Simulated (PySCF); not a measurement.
# C5H2F6: a tour of settings

Which settings matter for C5H2F6 (`C=C=C(C(F)(F)F)C(F)(F)F`)?

The runs use PySCF 2.14.0, with density-fitted response routines of our own; the level of theory stands in each step. All values are computed, except where a source is named. Atoms count from 0, in the outputs and in this text.

### 1 Starting geometry

13 atoms, charge 0, multiplicity 1; geometry from: GFN2-xTB.

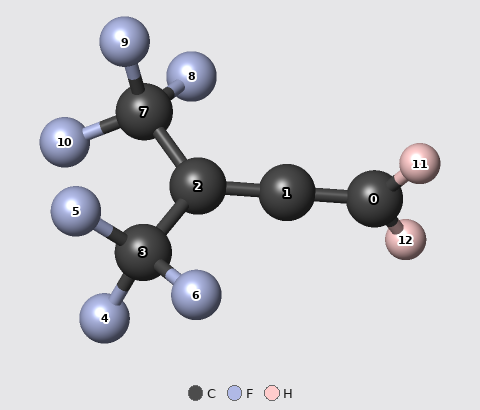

The starting geometry (carbon dark grey, fluorine light blue, hydrogen pink), atoms numbered; sticks join atoms by distance.

### 2 Spin-spin couplings: PBE0/IGLO-II

The job: settings as JSON, then the geometry in Å.

```
{"job": {"kind": "j", "xc": "PBE0", "basis": "IGLO-II", "scf": {"guess": "huckel"}}, "charge": 0, "multiplicity": 1}
C      2.395947     0.258124    -0.141423
C      1.120823     0.120160    -0.066918
C     -0.175463    -0.018602     0.008901
C     -0.817155    -1.357385     0.280398
F     -1.250889    -1.944478    -0.844405
F     -1.866360    -1.262101     1.099171
F      0.048174    -2.208471     0.844358
C     -1.113661     1.150038    -0.170384
F     -0.518022     2.158320    -0.818272
F     -1.531136     1.645031     1.003785
F     -2.204996     0.824123    -0.865551
H      2.987576     0.492776     0.727971
H      2.920774     0.142952    -1.075361
```

Level: PBE0/IGLO-II indirect spin-spin coupling, non-relativistic, gas phase.

Command:

```console
OMP_NUM_THREADS=1 python probes_run.py task.json out
```

One launch serves the whole session: the jobs run in the order shown.

What it wrote:

```text
final grid: 136408 points
cycle   1  E = -778.1751176686  dE =  8.049e+00  |g| = 8.256e+00  |ddm| = 6.377e+00
cycle   2  E = -747.7932894762  dE =  3.038e+01  |g| = 1.001e+01  |ddm| = 8.029e+01
cycle   3  E = -772.5142728505  dE = -2.472e+01  |g| = 7.156e+00  |ddm| = 8.046e+01
cycle   4  E = -789.3945192786  dE = -1.688e+01  |g| = 2.184e+00  |ddm| = 1.169e+01
cycle   5  E = -789.8679044750  dE = -4.734e-01  |g| = 1.467e+00  |ddm| = 2.217e+00
cycle   6  E = -790.1771165786  dE = -3.092e-01  |g| = 2.817e-01  |ddm| = 9.459e-01
cycle   7  E = -790.1902606810  dE = -1.314e-02  |g| = 8.559e-02  |ddm| = 1.985e-01
cycle   8  E = -790.1913504798  dE = -1.090e-03  |g| = 5.641e-02  |ddm| = 7.162e-02
cycle   9  E = -790.1920542809  dE = -7.038e-04  |g| = 1.045e-02  |ddm| = 3.647e-02
cycle  10  E = -790.1920633685  dE = -9.088e-06  |g| = 7.184e-03  |ddm| = 1.137e-02
cycle  11  E = -790.1920759935  dE = -1.262e-05  |g| = 1.073e-03  |ddm| = 5.914e-03
cycle  12  E = -790.1920761196  dE = -1.262e-07  |g| = 5.374e-04  |ddm| = 8.139e-04
cycle  13  E = -790.1920761615  dE = -4.191e-08  |g| = 7.281e-05  |ddm| = 3.236e-04
cycle  14  E = -790.1920761624  dE = -8.756e-10  |g| = 3.583e-05  |ddm| = 6.890e-05
cycle  15  E = -790.1920761627  dE = -2.310e-10  |g| = 1.082e-05  |ddm| = 2.818e-05
converged SCF energy = -790.1920761627

Indirect spin-spin couplings (Hz)
  i      j    bonds     total        FC       PSO       DSO        SD
  0 C    4 F    4     -1.411    -2.281     0.503    -0.167     0.535
  0 C    5 F    4      0.158     0.080     0.206    -0.263     0.136
  0 C    9 F    4     -1.407    -2.279     0.503    -0.167     0.535
  0 C   11 H    1    160.925   160.044     0.216     0.665         -
  0 C   12 H    1    161.002   160.122     0.215     0.665         -
  1 C    4 F    3      1.700     2.885     0.771    -0.053    -1.902
  1 C    5 F    3      6.116     5.895     2.007    -0.224    -1.563
  1 C    6 F    3     -1.455    -0.029    -1.853     0.263     0.164
  1 C    8 F    3     -1.446    -0.017    -1.858     0.262     0.166
  1 C    9 F    3      1.699     2.888     0.772    -0.054    -1.907
  1 C   10 F    3      6.118     5.902     2.007    -0.223    -1.568
  1 C   11 H    2     -6.419    -4.864    -1.149    -0.406         -
  1 C   12 H    2     -6.390    -4.836    -1.147    -0.407         -
  2 C    4 F    2     35.037    34.917    -1.954     0.289     1.785
  2 C    5 F    2     41.399    41.275    -1.826     0.294     1.656
  2 C    6 F    2     36.453    38.975    -3.258     0.251     0.484
  2 C    8 F    2     36.632    39.153    -3.252     0.252     0.479
  2 C    9 F    2     35.093    34.966    -1.950     0.289     1.788
  2 C   10 F    2     41.556    41.430    -1.824     0.294     1.657
  2 C   11 H    3      9.077     9.040     0.271    -0.234         -
  2 C   12 H    3      9.076     9.039     0.272    -0.235         -
  3 C    4 F    1   -361.654  -335.679   -34.711     1.569     7.168
  3 C    5 F    1   -361.987  -335.276   -35.262     1.596     6.956
  3 C    6 F    1   -352.930  -327.680   -34.350     1.551     7.548
  3 C    8 F    3      6.111     5.890     0.331    -0.112     0.003
  3 C    9 F    3     -0.708    -1.025     0.134     0.169     0.013
  3 C   10 F    3     -3.876    -3.819    -0.416     0.395    -0.037
  3 C   11 H    4     -5.939    -5.931     0.072    -0.080         -
  3 C   12 H    4     -5.912    -5.908     0.066    -0.070         -
  4 F    5 F    2     65.922    49.034   -31.292     0.034    48.147
  4 F    6 F    2     69.727    53.064   -30.511    -0.062    47.236
  4 F    7 C    3     -0.695    -1.013     0.135     0.169     0.013
  4 F    8 F    4     -1.492    -0.185    -0.132    -0.680    -0.495
  4 F    9 F    4      5.443     1.410     3.398    -0.917     1.552
  4 F   10 F    4      4.887     4.106    -0.968     0.967     0.781
  4 F   11 H    5      6.310     6.411     0.991    -0.948    -0.143
  4 F   12 H    5      7.821     7.916     0.351    -0.308    -0.137
  5 F    6 F    2     72.244    41.801   -17.446    -0.037    47.927
  5 F    7 C    3     -3.884    -3.826    -0.416     0.395    -0.037
  5 F    8 F    4      1.665     1.632     1.242    -1.106    -0.103
  5 F    9 F    4      4.847     4.062    -0.972     0.968     0.790
  5 F   10 F    4      9.268     7.391     1.506     0.877    -0.506
  5 F   11 H    5      3.242     3.343     0.685    -0.732    -0.054
  5 F   12 H    5      1.685     1.768     0.980    -1.071     0.008
  6 F    7 C    3      6.067     5.847     0.331    -0.112     0.002
  6 F    8 F    4     13.824     7.734     2.897    -1.057     4.249
  6 F    9 F    4     -1.495    -0.189    -0.133    -0.679    -0.493
  6 F   10 F    4      1.672     1.639     1.242    -1.106    -0.103
  6 F   11 H    5     -0.338    -0.028    -0.179    -0.046    -0.085
  6 F   12 H    5     -0.272    -0.133     0.220    -0.338    -0.020
  7 C    8 F    1   -353.006  -327.747   -34.357     1.551     7.546
  7 C    9 F    1   -361.807  -335.813   -34.723     1.569     7.160
  7 C   10 F    1   -362.162  -335.441   -35.270     1.595     6.954
  7 C   11 H    4     -5.915    -5.912     0.066    -0.070         -
  7 C   12 H    4     -5.938    -5.930     0.072    -0.081         -
  8 F    9 F    2     69.029    52.336   -30.469    -0.062    47.225
  8 F   10 F    2     70.670    40.075   -17.256    -0.039    47.890
  8 F   11 H    5     -0.280    -0.140     0.218    -0.337    -0.021
  8 F   12 H    5     -0.345    -0.036    -0.178    -0.047    -0.084
  9 F   10 F    2     65.779    49.004   -31.435     0.033    48.176
  9 F   11 H    5      7.805     7.899     0.351    -0.309    -0.137
  9 F   12 H    5      6.299     6.400     0.991    -0.949    -0.143
 10 F   11 H    5      1.720     1.802     0.980    -1.071     0.008
 10 F   12 H    5      3.267     3.368     0.685    -0.732    -0.054
 11 H   12 H    2    -21.191   -21.275     3.557    -3.472         -
```

Run time: 2.8 min. Hardware: 1 thread of Arm Neoverse N1, shared host; peak memory 1 GiB.

Beyond four bonds or across contacts, the largest of 1 Hz or more: F4–H12 7.8 Hz, F9–H11 7.8 Hz, F4–H11 6.3 Hz, F9–H12 6.3 Hz.

A choice of the couplings up to four bonds, sorted by the number of bonds, with means over like pairs; isotopes 13C, 19F, 1H:

| pair | bonds | J (Hz) | Fermi contact (Hz) |
| --- | --- | --- | --- |
| C3–F4 | 1 | -358.9 | -332.9 |
| C0–H11 | 1 | 161.0 | 160.1 |
| F4–F5 | 2 | 68.9 | 47.6 |
| C2–F4 | 2 | 37.7 | 38.5 |
| H11–H12 | 2 | -21.2 | -21.3 |
| C1–H11 | 2 | -6.4 | -4.8 |
| C2–H11 | 3 | 9.1 | 9.0 |
| C1–F4 | 3 | 2.1 | 2.9 |
| C3–H11 | 4 | -5.9 | -5.9 |
| F4–F8 | 4 | 4.3 | 3.1 |

Means hide unlike values in this fixed geometry: C1–F4 from -1.5 to 6.1 Hz; F4–F8 from -1.5 to 13.8 Hz. They hold only if the pairs exchange fast.

The spin-dipole term was solved for some atoms only; pairs without it lack that part.

The response was solved for the nuclei of F, H alone, so couplings that need other nuclei can be missing.

### 3 Indirect couplings: PBE/def2-SVP

The job, as its differences from that of step 2:

```diff
@@ -1,2 +1,2 @@
-{"job": {"kind": "j", "xc": "PBE0", "basis": "IGLO-II", "scf": {"guess": "huckel"}}, "charge": 0, "multiplicity": 1}
+{"job": {"kind": "j", "xc": "PBE", "basis": "def2-SVP"}, "charge": 0, "multiplicity": 1}
 C      2.395947     0.258124    -0.141423
```

Level: PBE/def2-SVP indirect spin-spin coupling, non-relativistic, gas phase.

What it wrote:

```text
coarse grid: 13192 points
cycle   1  E = -788.9311920622  dE =  1.820e+00  |g| = 1.283e+00  |ddm| = 4.516e+00
cycle   2  E = -788.0319495445  dE =  8.992e-01  |g| = 2.644e+00  |ddm| = 3.695e+00
cycle   3  E = -789.1900156107  dE = -1.158e+00  |g| = 3.066e-01  |ddm| = 2.731e+00
cycle   4  E = -789.2098481557  dE = -1.983e-02  |g| = 1.584e-01  |ddm| = 5.003e-01
cycle   5  E = -789.2165765092  dE = -6.728e-03  |g| = 4.249e-02  |ddm| = 1.816e-01
cycle   6  E = -789.2170430102  dE = -4.665e-04  |g| = 7.635e-03  |ddm| = 5.027e-02
cycle   7  E = -789.2170547872  dE = -1.178e-05  |g| = 2.955e-03  |ddm| = 1.024e-02
cycle   8  E = -789.2170562803  dE = -1.493e-06  |g| = 1.443e-03  |ddm| = 4.044e-03
final grid: 136408 points
cycle   9  E = -789.3595192932  dE = -4.208e-05  |g| = 1.574e-02  |ddm| = 4.285e-02
cycle  10  E = -789.3593987795  dE =  1.205e-04  |g| = 2.974e-02  |ddm| = 4.423e-02
cycle  11  E = -789.3595649866  dE = -1.662e-04  |g| = 3.701e-03  |ddm| = 3.061e-02
cycle  12  E = -789.3595683342  dE = -3.348e-06  |g| = 9.124e-04  |ddm| = 3.957e-03
cycle  13  E = -789.3595685651  dE = -2.309e-07  |g| = 1.977e-04  |ddm| = 1.150e-03
cycle  14  E = -789.3595685737  dE = -8.561e-09  |g| = 7.616e-05  |ddm| = 2.810e-04
cycle  15  E = -789.3595685748  dE = -1.127e-09  |g| = 2.648e-05  |ddm| = 9.863e-05
cycle  16  E = -789.3595685750  dE = -1.762e-10  |g| = 8.231e-06  |ddm| = 3.771e-05
converged SCF energy = -789.3595685750

Indirect spin-spin couplings (Hz)
  i      j    bonds     total        FC       PSO       DSO        SD
  0 C    4 F    4     -1.625    -2.417     0.445    -0.165     0.513
  0 C    5 F    4      1.317     1.348     0.074    -0.261     0.155
  0 C    6 F    4      0.628     0.757     0.016     0.011    -0.157
  0 C    8 F    4      0.650     0.779     0.015     0.012    -0.155
  0 C    9 F    4     -1.619    -2.411     0.445    -0.166     0.513
  0 C   10 F    4      1.286     1.315     0.075    -0.261     0.157
  0 C   11 H    1    222.262   221.250     0.317     0.695         -
  0 C   12 H    1    222.373   221.363     0.315     0.695         -
  1 C    4 F    3      6.984     8.274     0.504    -0.048    -1.746
  1 C    5 F    3     12.128    12.161     1.501    -0.219    -1.316
  1 C    6 F    3      1.713     3.218    -1.879     0.268     0.107
  1 C    8 F    3      1.750     3.258    -1.884     0.267     0.109
  1 C    9 F    3      6.974     8.268     0.505    -0.049    -1.750
  1 C   10 F    3     12.166    12.204     1.501    -0.219    -1.321
  1 C   11 H    2     -8.407    -6.842    -1.162    -0.404         -
  1 C   12 H    2     -8.381    -6.816    -1.160    -0.404         -
  2 C    4 F    2     67.035    66.903    -1.700     0.300     1.533
  2 C    5 F    2     76.824    76.444    -1.409     0.306     1.483
  2 C    6 F    2     71.280    73.090    -2.594     0.259     0.524
  2 C    8 F    2     71.538    73.348    -2.590     0.260     0.520
  2 C    9 F    2     67.150    67.012    -1.697     0.300     1.535
  2 C   10 F    2     77.204    76.822    -1.408     0.306     1.484
  2 C   11 H    3     11.375    11.464     0.148    -0.237         -
  2 C   12 H    3     11.372    11.461     0.148    -0.237         -
  3 C    4 F    1   -473.325  -450.078   -30.538     1.609     5.682
  3 C    5 F    1   -483.993  -460.266   -30.942     1.637     5.578
  3 C    6 F    1   -472.618  -450.444   -29.849     1.593     6.082
  3 C    8 F    3     12.779    12.680     0.245    -0.112    -0.034
  3 C    9 F    3     -2.414    -2.869     0.215     0.170     0.070
  3 C   10 F    3     -5.622    -5.590    -0.391     0.396    -0.037
  3 C   11 H    4     -4.888    -4.868     0.062    -0.082         -
  3 C   12 H    4     -4.859    -4.847     0.059    -0.071         -
  4 F    5 F    2    276.499   256.875   -24.726     0.107    44.243
  4 F    6 F    2    273.916   254.702   -23.748     0.012    42.950
  4 F    7 C    3     -2.388    -2.843     0.215     0.170     0.070
  4 F    8 F    4     -0.583     0.958    -0.535    -0.663    -0.343
  4 F    9 F    4      7.421     3.248     3.429    -0.898     1.643
  4 F   10 F    4     12.753    11.872    -1.007     0.982     0.906
  4 F   11 H    5      7.301     7.649     0.739    -0.942    -0.146
  4 F   12 H    5      8.591     8.733     0.300    -0.303    -0.139
  5 F    6 F    2    259.288   231.419   -14.798     0.040    42.627
  5 F    7 C    3     -5.640    -5.608    -0.392     0.396    -0.037
  5 F    8 F    4      4.927     5.051     1.144    -1.088    -0.180
  5 F    9 F    4     12.600    11.710    -1.009     0.983     0.915
  5 F   10 F    4     19.480    16.246     2.940     0.897    -0.603
  5 F   11 H    5      3.396     3.671     0.483    -0.725    -0.033
  5 F   12 H    5      1.790     2.213     0.665    -1.064    -0.024
  6 F    7 C    3     12.704    12.605     0.245    -0.112    -0.035
  6 F    8 F    4     25.977    20.318     2.816    -1.041     3.885
  6 F    9 F    4     -0.602     0.938    -0.535    -0.662    -0.342
  6 F   10 F    4      4.959     5.083     1.145    -1.088    -0.180
  6 F   12 H    5      0.176     0.393     0.131    -0.335    -0.013
  7 C    8 F    1   -472.754  -450.570   -29.857     1.593     6.080
  7 C    9 F    1   -473.617  -450.355   -30.547     1.609     5.676
  7 C   10 F    1   -484.193  -460.455   -30.950     1.637     5.576
  7 C   11 H    4     -4.861    -4.848     0.059    -0.071         -
  7 C   12 H    4     -4.886    -4.866     0.063    -0.082         -
  8 F    9 F    2    272.000   252.774   -23.723     0.012    42.938
  8 F   10 F    2    255.035   227.015   -14.623     0.039    42.604
  8 F   11 H    5      0.167     0.384     0.130    -0.334    -0.013
  9 F   10 F    2    276.566   257.061   -24.873     0.106    44.271
  9 F   11 H    5      8.566     8.708     0.300    -0.303    -0.139
  9 F   12 H    5      7.283     7.632     0.739    -0.942    -0.145
 10 F   11 H    5      1.825     2.248     0.666    -1.064    -0.024
 10 F   12 H    5      3.419     3.694     0.483    -0.725    -0.032
 11 H   12 H    2    -13.881   -13.209     2.785    -3.457         -
```

Wall time 63 s (1 thread of Arm Neoverse N1, shared host); peak memory 0.59 GiB.

The basis is not made for couplings: without tight functions at the nuclei these values are rough.

In short: J(C3,F4) -476.8 Hz, J(F4,F5) 268.9 Hz, J(C0,H11) 222.3 Hz (means over like pairs).

[end of part 1 of 2]
